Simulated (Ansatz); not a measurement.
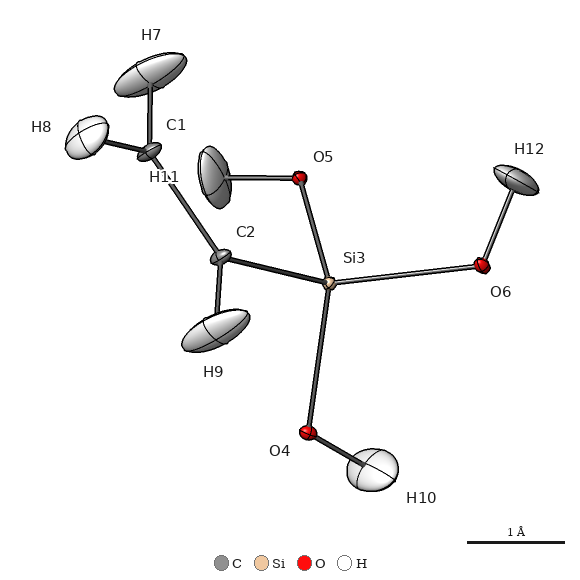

Displacement ellipsoids at the 50 % level, from the internal vibrations of the free molecule (harmonic, no overall translation or rotation; no half-axis is drawn under 0.075 Å). Vibrations computed with RKS PBE0-D4/def2-TZVP (Ansatz 0.2.0). Temperature: 100 K.

Which atom has the largest mean-square displacement?

Answer. H12, with U_eq = 0.0423 Å².

Does H12 move more along its bond or across it?

Answer. Across it: the root-mean-square amplitude is 0.077 Å along the bond and up to 0.308 Å across, since bending and torsion are softer than stretching.

List U_eq and the three principal root-mean-square amplitudes for each kind of atom.

```tsv
atom	U_eq (Å²)	rms amplitudes (Å)
C1	0.0049	0.036, 0.059, 0.100
C2	0.0035	0.037, 0.043, 0.085
Si3	0.00090	0.027, 0.030, 0.033
O4	0.0025	0.036, 0.047, 0.063
O5	0.0024	0.037, 0.047, 0.061
O6	0.0026	0.037, 0.042, 0.069
H7	0.0377	0.081, 0.151, 0.289
H8	0.0202	0.087, 0.142, 0.182
H9	0.0338	0.081, 0.129, 0.280
H10	0.0324	0.084, 0.159, 0.255
H11	0.0337	0.076, 0.156, 0.266
H12	0.0423	0.075, 0.162, 0.308
```
